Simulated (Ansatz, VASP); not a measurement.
# AlN: VASP beside Ansatz

Aim: how closely do two programs agree when they are given the same cell, functional and k mesh? The cell is taken from a series of VASP runs on this material, whose earlier steps may have relaxed, scaled or displaced it; both programs get it as it stands. Valence electrons are named where the data sets of a main pair hold unlike numbers.

Calculated with Ansatz 0.2.0; plane waves, with VASP 6.6.1 beside it; band structure at PBE0 and band structure at r2SCAN-EpsX with an exact-exchange share of 0.219.

## (1) Starting point

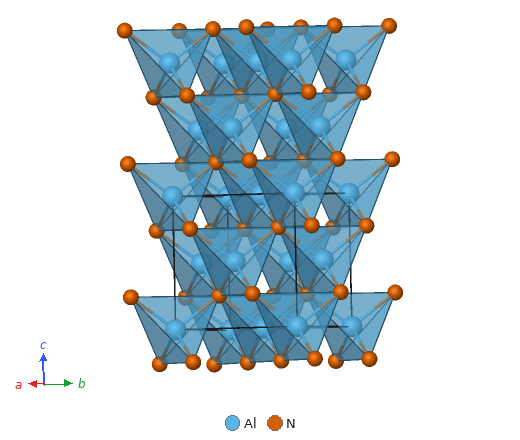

Start, viewed from a free direction; aluminium blue, nitrogen orange. 1×1×2 cells are drawn. This picture shows the conventional cell, with its axes. Some periodic images of atoms are drawn too.

## (2) VASP: band structure, PBE0

The same path points are solved in both programs, so levels can be compared one by one.

Lines of VASP's logs that name or quote its potential files are left out, and so is its time.

The run reads the wave functions of an earlier VASP run, which isn't shown here.

Contents of INCAR:

```
SYSTEM = AlN
PREC = Accurate
ENCUT = 460
EDIFF = 1E-06
NELM = 100
ISMEAR = 0
SIGMA = 0.03
LREAL = .FALSE.
ALGO = Normal
LHFCALC = .TRUE.
AEXX = 0.25
GGA = PE
LASPH = .TRUE.
NBANDS = 10
PRECFOCK = Fast
HFRCUT = -1
LORBIT = 11
LWAVE = .FALSE.
LCHARG = .FALSE.
KPAR = 4
```

Contents of POSCAR:

```
AlN
1.0
    0.0000000000      2.1839935596      2.1839935596
    2.1839935596      0.0000000000      2.1839935596
    2.1839935596      2.1839935596      0.0000000000
Al N
1 1
Direct
    0.0000000000      0.0000000000      0.0000000000
    0.2500000000      0.2500000000      0.2500000000
```

Contents of KPOINTS:

```
Automatic mesh
0
Gamma
6 6 6
0 0 0
```

Contents of KPOINTS_OPT:

```
Line mode
10
Line-mode
Reciprocal
  0.00000000   0.00000000   0.00000000 GAMMA
  0.50000000   0.00000000   0.50000000 X

  0.50000000   0.00000000   0.50000000 X
  0.50000000   0.25000000   0.75000000 W

  0.50000000   0.25000000   0.75000000 W
  0.37500000   0.37500000   0.75000000 K

  0.37500000   0.37500000   0.75000000 K
  0.00000000   0.00000000   0.00000000 GAMMA

  0.00000000   0.00000000   0.00000000 GAMMA
  0.50000000   0.50000000   0.50000000 L

  0.50000000   0.50000000   0.50000000 L
  0.62500000   0.25000000   0.62500000 U

  0.62500000   0.25000000   0.62500000 U
  0.50000000   0.25000000   0.75000000 W

  0.50000000   0.25000000   0.75000000 W
  0.50000000   0.50000000   0.50000000 L

  0.50000000   0.50000000   0.50000000 L
  0.37500000   0.37500000   0.75000000 K

  0.62500000   0.25000000   0.62500000 U
  0.50000000   0.00000000   0.50000000 X
```

PAW data sets: Al and N (PBE family, release 64).

Launch:

```sh
$ mpirun -np 4 vasp_std
```

Numbers of over 12 decimals in the logs are rounded to 6 here.

The log of the run:

```text
[banner, memory and clock lines left out]
running    4 mpi-ranks, on    1 nodes
 distrk:  each k-point on    1 cores,    4 groups
 distr:  one band on    1 cores,    1 groups

 POSCAR found type information on POSCAR AlN
 POSCAR found :  2 types and       2 ions
 LDA part: xc-table for (Slater+PW92), standard interpolation
 found WAVECAR, reading the header
 POSCAR, INCAR and KPOINTS ok, starting setup
 FFT: planning ... GRIDC
 FFT: planning ... GRID_SOFT
 FFT: planning ... GRID
 HFRCUT set to (new)   10.241960
 reading WAVECAR
 the WAVECAR file was read successfully
 initial charge from wavefunction
 entering main loop
       N       E                     dE             d eps       ncg     rms          rms(c)
DAV:   1    -0.183121119992E+02   -0.18312E+02   -0.10450E+00   374   0.629E+00    0.965E+00
DAV:   2    -0.183157875184E+02   -0.36755E-02   -0.19343E-02   338   0.125E+00    0.651E+00
DAV:   3    -0.183139430378E+02    0.18445E-02   -0.55104E-03   348   0.432E-01    0.411E+00
DAV:   4    -0.183136858080E+02    0.25723E-03   -0.60099E-04   370   0.146E-01    0.249E+00
DAV:   5    -0.183135124078E+02    0.17340E-03   -0.49550E-05   354   0.595E-02    0.146E+00
DAV:   6    -0.183134561505E+02    0.56257E-04   -0.34772E-05   332   0.477E-02    0.845E-01
DAV:   7    -0.183134384111E+02    0.17739E-04   -0.53013E-06   358   0.206E-02    0.487E-01
DAV:   8    -0.183134322057E+02    0.62054E-05   -0.19360E-06   294   0.105E-02    0.283E-01
DAV:   9    -0.183134303244E+02    0.18814E-05   -0.83724E-07   180   0.696E-03    0.166E-01
DAV:  10    -0.183134298155E+02    0.50890E-06   -0.27812E-07   178   0.461E-03
   1 F= -.18313430E+02 E0= -.18313430E+02  d E =-.112875E-16
 Start KPOINTS_OPT (optional k-point list driver)
k-point batch [1-16\100]
       N       E                     dE             ncg
DAV:   1     0.345945843622E+03   -0.35649E+04      328
DAV:   2    -0.695334226948E+02   -0.41548E+03      390
DAV:   3    -0.854936828959E+02   -0.15960E+02      396
DAV:   4    -0.856618727203E+02   -0.16819E+00      412
DAV:   5    -0.856631775700E+02   -0.13048E-02      376
DAV:   6    -0.856632083928E+02   -0.30823E-04      420
DAV:   7    -0.856632089016E+02   -0.50876E-06      324
[...]
k-point batch [97-100\100]
       N       E                     dE             ncg
DAV:   1     0.397087407502E+04   -0.13663E+04       80
DAV:   2     0.387827958495E+04   -0.92594E+02      104
DAV:   3     0.387546997012E+04   -0.28096E+01       94
DAV:   4     0.387543683179E+04   -0.33138E-01      104
DAV:   5     0.387543648024E+04   -0.35154E-03       96
DAV:   6     0.387543647186E+04   -0.83847E-05      120
DAV:   7     0.387543647180E+04   -0.61106E-07       96
```

OUTCAR, selected parts (step 2):

```text
ion  position               nearest neighbor table
   1  0.000  0.000  0.000-   2 1.89   2 1.89   2 1.89   2 1.89
   2  0.250  0.250  0.250-   1 1.89   1 1.89   1 1.89   1 1.89

  LATTYP: Found a face centered cubic cell.
 ALAT       =     4.3679871192

 Subroutine GETGRP returns: Found 24 space group operations
 (whereof 24 operations were pure point group operations)

The static configuration has the point symmetry T_d .

 Found     16 irreducible k-points:

   k-points           NKPTS =     16   k-points in BZ     NKDIM =    216   number of bands    NBANDS=     10

   dimension x,y,z NGX =    24 NGY =   24 NGZ =   24
   dimension x,y,z NGXF=    48 NGYF=   48 NGZF=   48

   ENCUT  =  460.0 eV  33.81 Ry    5.81 a.u.   5.40  5.40  5.40*2*pi/ulx,y,z

   NELECT =       8.0000    total number of electrons

 k-points in reciprocal lattice and weights: Automatic mesh
   0.00000000  0.00000000  0.00000000       0.005
   0.16666667  0.00000000  0.00000000       0.037
   0.33333333  0.00000000  0.00000000       0.037
   0.50000000  0.00000000  0.00000000       0.019
   0.16666667  0.16666667  0.00000000       0.028
   0.33333333  0.16666667  0.00000000       0.111
   0.50000000  0.16666667  0.00000000       0.111
  -0.33333333  0.16666667  0.00000000       0.111
  -0.16666667  0.16666667  0.00000000       0.056
[...]
-0.33333333  0.33333333  0.16666667       0.111
  -0.33333333  0.50000000  0.16666667       0.056

  exchange ACFDT corr.  =         0.00000000  see jH, gK, PRB 81, 115126

 average (electrostatic) potential at core
       1 -67.2506       2 -54.4298

 E-fermi :   4.8288

 k-point     1 :       0.0000    0.0000    0.0000
  band No.  band energies     occupation
      1     -11.8527      2.00000
      2       4.6626      2.00000
      3       4.6626      2.00000
      4       4.6626      2.00000
      5      10.9474      0.00000
      6      19.6856      0.00000
      7      19.6856      0.00000
      8      19.6856      0.00000
      9      25.0502      0.00000
    ...

 k-point     2 :       0.1667    0.0000    0.0000
  band No.  band energies     occupation
      1     -11.4257      2.00000
      2       2.6760      2.00000
      3       4.5114      2.00000
      4       4.5114      2.00000
      5      12.4520      0.00000
      6      18.7787      0.00000
      7      19.8803      0.00000
      8      19.8803      0.00000
      9      23.1229      0.00000
    ...

 k-point     3 :       0.3333    0.0000    0.0000
  band No.  band energies     occupation
      1     -10.3700      2.00000
      2      -0.3012      2.00000
      3       4.2422      2.00000
      4       4.2422      2.00000
      5      13.9408      0.00000
      6      17.5853      0.00000
      7      18.8176      0.00000
      8      18.8176      0.00000
      9      24.5963      0.00000
    ...

  energy-cutoff  :      460.00
  volume of cell :       20.83
      direct lattice vectors                 reciprocal lattice vectors
     0.000000000  2.183993560  2.183993560    -0.228938404  0.228938404  0.228938404
     2.183993560  0.000000000  2.183993560     0.228938404 -0.228938404  0.228938404
     2.183993560  2.183993560  0.000000000     0.228938404  0.228938404 -0.228938404

 POSITION                                       TOTAL-FORCE (eV/Angst)
 -----------------------------------------------------------------------------------
      0.00000      0.00000      0.00000        -0.000000      0.000000      0.000000
      1.09200      1.09200      1.09200         0.000000     -0.000000     -0.000000
 -----------------------------------------------------------------------------------
    total drift:                                0.000002     -0.000000      0.000001

  FREE ENERGIE OF THE ION-ELECTRON SYSTEM (eV)
  ---------------------------------------------------
  free  energy   TOTEN  =       -18.3134298155 eV

  energy  without entropy=      -18.3134298155  energy(sigma->0) =      -18.31342982

 total charge
# of ion       s       p       d       tot
------------------------------------------
    1        0.424   0.462   0.000   0.886
    2        1.227   2.639   0.000   3.866
--------------------------------------------------
tot          1.652   3.100   0.000   4.752

[... 3 further parts left out ...]
```

## (3) Ansatz: band structure, PBE0

Ansatz runs on its default PAW (the set named soft_2) files.

The same cell, functional, mesh and smearing now go to Ansatz, which takes its cutoff from its data sets.

Contents of input.yaml:

```yaml
crystal:
  lattice:
    - [0.0, 2.1839935596, 2.1839935596]
    - [2.1839935596, 0.0, 2.1839935596]
    - [2.1839935596, 2.1839935596, 0.0]
  atoms:
    - { symbol: Al, position: [0.0, 0.0, 0.0] }
    - { symbol: "N", position: [0.25, 0.25, 0.25] }
hamiltonian:
  xc: pbe0
  pseudopotentials: { kind: paw }
kpoints:
  mp_grid: { grid: [6, 6, 6] }
  band_path:
    path:
      - [0.0, 0.0, 0.0]
      - [0.5, 0.0, 0.5]
      - [0.5, 0.22222, 0.72222]
      - [0.40278, 0.34722, 0.75]
      - [0.125, 0.125, 0.25]
      - [0.27778, 0.27778, 0.27778]
      - [0.55556, 0.38889, 0.55556]
      - [0.58333, 0.25, 0.66667]
      - [0.5, 0.30556, 0.69444]
      - [0.48611, 0.48611, 0.52778]
      - [0.625, 0.25, 0.625]
      - [0.5, 0.0, 0.5]
    npoints: 1
scf:
  occupations: { method: gaussian, width: 0.03 }
  n_extra_bands: 7
output:
  forces: true
  stress: true
  eigenvalues: true
  write_density: true
  write_potential: true
  elf: true
  volumetric_format: npy
```

Launch:

```sh
$ ansatz run input.yaml --threads 4 --pin off --max-ram 9216MiB --backend cpu --events-out ev --progress --plain --runs-dir out
```

The log of the run:

```text
Warning: output.stress: scf.convergence.dr2_threshold = 1e-7 eV (the SCF's general default) is looser than the 2e-10 eV advised for a printed stress (1e-10 eV for each atom of the cell: 2). What an SCF threshold leaves in a stress goes as its square root, and in the free energy as the threshold itself, and one threshold admits the most on a small cell: [figures from the program's tests cut] Set scf.convergence.dr2_threshold to 2e-10 eV or tighter. The threshold is an SCF's pass mark: one that does not reach it within its budget of iterations ends unconverged, or closes short of it on a stop that the run arms, and scf.convergence.dr2_threshold's page says what that costs each kind of run
Warning: output.stress: scf.exx.energy_threshold = 1e-6 eV is looser than the 2e-8 eV advised for a stress under a hybrid functional (1e-8 eV for each atom of the cell: 2). Every SCF of the exchange loop can meet its threshold on dr2 while the loop round them stops early: no threshold on dr2 bounds what that leaves in the stress. Set scf.exx.energy_threshold to 2e-8 eV or tighter. The threshold is the loop's pass mark: a loop that does not reach it within its budget of cycles ends unconverged, and scf.exx.energy_threshold's page has the law
scf.n_extra_bands = 7 over 4 filled bands (N_el = 8.0): the run solves 11 bands
Engine: ansatz 0.2.0, aarch64-unknown-linux-gnu
Pseudopotentials: kind: paw
Pseudopotential: Al, paw, valence charge 3, recommended cutoff 420 eV (normal), Al.paw.azcp
Pseudopotential: N, paw, valence charge 5, recommended cutoff 420 eV (normal), N.paw.azcp
Functional definition: PBE0
  parameter a = 0.25
  parameter kappa = 0.804
  parameter beta = 0.066725
  exchange = (1 - a)*pbe_x(kappa = kappa, mu = beta*pi^2/3) + a*exact_x
  correlation = pbe_c(beta = beta)
Crystal: 2 atoms, lattice volume = 20.835 Å³
Basis set: ecut = 420 eV, 411 PW (Γ), exchange–correlation on 48×48×48 points (8 copies of the dense FFT grid, shifted against one another)
Bands: 11, of which v1, the nominal top of the filled ones, is band 4 counted from 1 (3 counted from 0)
Symmetry: 24 space group operations
Space group: F-43m (ITA 216), of the structure as read, at distance tolerance 2.8e-5 Å
k-points: 16 of 216 (time reversal used)
Non-local potential: Al, projectors of the file, l = 0: 2, l = 1: 2, l = 2: 1
Non-local potential: N, projectors of the file, l = 0: 2, l = 1: 2, l = 2: 1
PAW form: soft (Blöchl's): semilocal exchange-correlation on the pseudo side does not see the compensation charge
PAW frozen core: Al, regenerated for the run's functional, and the local potential with it (the file was generated under x = pbe(κ = 0.804, μ = 0.219515), c = pbe(β = 0.066725))
PAW frozen core: N, regenerated for the run's functional, and the local potential with it (the file was generated under x = pbe(κ = 0.804, μ = 0.219515), c = pbe(β = 0.066725))
PAW one-centre angular grid: Al, 110 points (default); XC on 64 Gauss nodes
PAW one-centre angular grid: N, 110 points (default); XC on 64 Gauss nodes
Initial density: superposition of atomic densities (neutral atoms: chi_scale 0, normalization atom), corrected by the library's trained network
Initial wavefunctions: pseudopotential atomic-orbital guess
Functional: x = pbe(κ = 0.804, μ = 0.219515), c = pbe(β = 0.066725), warm-up for x = 0.75 pbe(κ = 0.804, μ = 0.219515) + 0.25 exact, c = pbe(β = 0.066725)
SCF iter   1: F=—  HF=-924.196668 eV  |F-HF|=—  |Δ(HF+E_count)|=         —  Δρ=9.34e-4  dr2=1.18e-4  ethr=1.77e-3  ⟨swp⟩=2.0  Hψ=1221  notcnv=0
preconditioner: auto → none  [insulator: Δε(μ)=3.330 eV  Ē_g=19.154 eV  σ=0.030 eV  W_gap=1.00  n_scr=0 (ndim 8)  ℏωp=23.0 eV  f_vac=0.000  D(μ)=0.00/eV (n_scr^D=0)]
SCF iter   2: F=-924.196745 eV  HF=-924.196723 eV  |F-HF|=2.20e-5  |Δ(HF+E_count)|=   5.56e-5  Δρ=4.05e-4  dr2=1.87e-5  ethr=1.48e-6  ⟨swp⟩=3.4  Hψ=311  notcnv=0  defer=12
SCF 1 stopped early in 2 iterations: F = -924.196745 eV  dr2 = 1.87e-5
  greatest PAW one-centre occupation: 0.788 electrons in one spin orbital (limit 2), on the N atom at site 1 (counted from 0), in its partial waves of l = 0
Initial density: handed on by an earlier stage of this run
Initial wavefunctions: those handed on with the density
Functional: x = 0.75 pbe(κ = 0.804, μ = 0.219515) + 0.25 exact, c = pbe(β = 0.066725)
Frozen-core exchange: fock
SCF iter   1: F=—  HF=-924.891323 eV  |F-HF|=—  |Δ(HF+E_count)|=         —  Δρ=6.02e-3  dr2=4.12e-3  ethr=2.34e-6  ⟨swp⟩=8.1  Hψ=888  notcnv=0
preconditioner: auto → none  [insulator: Δε(μ)=5.260 eV  Ē_g=22.215 eV  σ=0.030 eV  W_gap=1.00  n_scr=0 (ndim 8)  ℏωp=23.0 eV  f_vac=0.000  D(μ)=0.00/eV (n_scr^D=0)]
SCF iter   2: F=—  HF=-924.889813 eV  |F-HF|=—  |Δ(HF+E_count)|=   1.51e-3  Δρ=2.89e-3  dr2=1.12e-3  ethr=2.34e-6  ⟨swp⟩=3.0  Hψ=358  notcnv=0
SCF iter   3: F=—  HF=-924.889473 eV  |F-HF|=—  |Δ(HF+E_count)|=   3.39e-4  Δρ=5.42e-4  dr2=5.30e-4  ethr=2.34e-6  ⟨swp⟩=3.0  Hψ=375  notcnv=0
SCF iter   4: F=—  HF=-924.892949 eV  |F-HF|=—  |Δ(HF+E_count)|=   3.48e-3  Δρ=6.46e-4  dr2=1.04e-4  ethr=7.75e-7  ⟨swp⟩=4.2  Hψ=447  notcnv=0  defer=1
iter 5 solved again at ethr=1.99e-8 eV; its pass at ethr=7.75e-7 eV (dr2=1.59e-6 eV) is discarded
SCF iter   5: F=—  HF=-924.892925 eV  |F-HF|=—  |Δ(HF+E_count)|=   2.44e-5  Δρ=1.07e-4  dr2=8.77e-6  ethr=1.99e-8  ⟨swp⟩=3.2  Hψ=577  notcnv=0
SCF iter   6: F=-924.892979 eV  HF=-924.892979 eV  |F-HF|=5.19e-7  |Δ(HF+E_count)|=   5.46e-5  Δρ=8.79e-5  dr2=1.15e-6  ethr=1.99e-8  ⟨swp⟩=4.1  Hψ=386  notcnv=0  defer=1
SCF 2 stopped early in 6 iterations: F = -924.892979 eV  dr2 = 1.15e-6
hybrid outer 1: dexx = +3.911e-3 eV, tail = 6.16e-6 eV
Frozen-core exchange: fock
SCF iter   1: F=—  HF=-924.892989 eV  |F-HF|=—  |Δ(HF+E_count)|=         —  Δρ=2.98e-5  dr2=5.98e-8  ethr=3.85e-7  ⟨swp⟩=4.9  Hψ=464  notcnv=0
preconditioner: auto → none  [insulator: Δε(μ)=5.289 eV  Ē_g=22.208 eV  σ=0.030 eV  W_gap=1.00  n_scr=0 (ndim 8)  ℏωp=23.0 eV  f_vac=0.000  D(μ)=0.00/eV (n_scr^D=0)]
SCF iter   2: F=-924.892989 eV  HF=-924.892989 eV  |F-HF|=3.90e-9  |Δ(HF+E_count)|=   1.77e-8  Δρ=7.82e-6  dr2=9.76e-9  ethr=6.86e-10  ⟨swp⟩=3.3  Hψ=308  notcnv=0
SCF 3 converged in 2 iterations: F = -924.892989 eV  dr2 = 9.76e-9
  Residual-converged pass: ⟨swp⟩=3.0  Hψ=297  notcnv=0  max |occ|·‖R‖ = 2.3e-6 eV (tolerance 2.4e-6 eV)  dr2=9.79e-9  dr2_onsite=5.88e-10  max |Δocc| = 0.0e0
hybrid outer 2: dexx = +3.945e-8 eV, tail = 2.16e-8 eV, Δε = 1.43e-3 eV (about 1.18e-4 eV left of the loop's levels)
NSCF: frozen V_eff on 12 k-points
hybrid SCF converged: 2 outer / 8 inner (+2 warm-up), last move |dexx| = 3.94e-8 eV, tail = 2.16e-8 eV
Stability not checked: this state was not tested for a lower state beside it, because the functional holds exact exchange (a hybrid, or Hartree-Fock), whose exchange loop this test does not read (fock_operator; see scf.lower_state_search)
Free energy (F): -924.892989 eV
Frozen-core exchange: fock
Harris-Foulkes:  -924.892989 eV  (|F-HF|=3.90e-9)
Internal energy: -924.892989 eV  (E = F + TS)
E sigma→0 (E₀):  -924.892989 eV
Fermi energy:    8.297308 eV
--- Per-component energies (eV) ---
  E_band       = 0.845739
  E_kinetic    = 160.056769
  E_local      = -222.527058  (includes V_loc(G=0)·N_el)
  E_nonlocal   = 54.342543
  E_hartree    = 77.575487
  E_xc         = -78.981282
  E_vxc        = -83.868938  (∫ρ·V_xc dr)
  E_exx        = -21.233020  (= α·E_x^exact, valence–valence)
  E_paw        = -597.457451  (= ΣΔE_a)
  E_vpaw       = -19.842162  (= ΣTr[D̂ρ^β])
  E_aug_tail   = 0.000097  (compensation charges beyond the density's cutoff)
  E_ewald      = -296.603555
  E_core_change = -0.065517  (= ΣΔE_core)
  E_smearing   = -0.000000  (= −TS)
  E_closure    = -0.000000  (closes the sum)
  Σ components = -924.892989   (vs F -924.892989, Δ=1.14e-13)
--- Forces (eV/Å), atoms counted from 1 ---
  atom   1  Al     0.00000000    -0.00000000     0.00000000
  atom   2  N     -0.00000000     0.00000000     0.00000000
  max |Σ_I F_I| component: 2.22e-16 eV/Å
--- Stress (GPa, compression-positive) ---
       -0.463076       0.000000      -0.000000
        0.000000      -0.463076       0.000000
       -0.000000       0.000000      -0.463076
  P = ⅓ Tr σ = -0.4631 GPa (-4.631 kbar)
--- Band table (eV; the first three rows and the last of 16) ---
  k-point 0: bands = [-10.8167, 5.6528, 5.6528, 5.6528, 11.9413, 20.7286, 20.7286, 20.7286, ... 3 higher]
  k-point 1: bands = [-10.3925, 3.6774, 5.5069, 5.5069, 13.4494, 19.8069, 20.9072, 20.9072, ... 3 higher]
  k-point 2: bands = [-9.3447, 0.7187, 5.2426, 5.2426, 14.9440, 18.5799, 19.8037, 19.8037, ... 3 higher]
  k-point 15: bands = [-7.9256, 0.9671, 2.6310, 2.9806, 12.9816, 18.3346, 21.2409, 21.4781, ... 3 higher]
```

Elapsed: 10 s, on 4 threads of Arm Neoverse V2, shared host; peak memory 0.56 GiB.

Reading the cycles: dr2 is the Hartree energy of the density residual (eV), the measure of convergence; HF is the Harris–Foulkes estimate of the energy, which meets the free energy F at convergence.

(Part 1 of 2 ends here.)

[Lines on the potential files, build, host, timing and source positions are cut from VASP's logs without a mark.]

[Logs are printed without paths, hosts, clocks, repeated set-up lines and the standing remarks that a program may print on its own settings, such as how far it seeks lower states.]

[Hosts, paths, dates, database ids (printed as entryN), source tags and the programs' standing remarks are cut or masked in the printed files.]
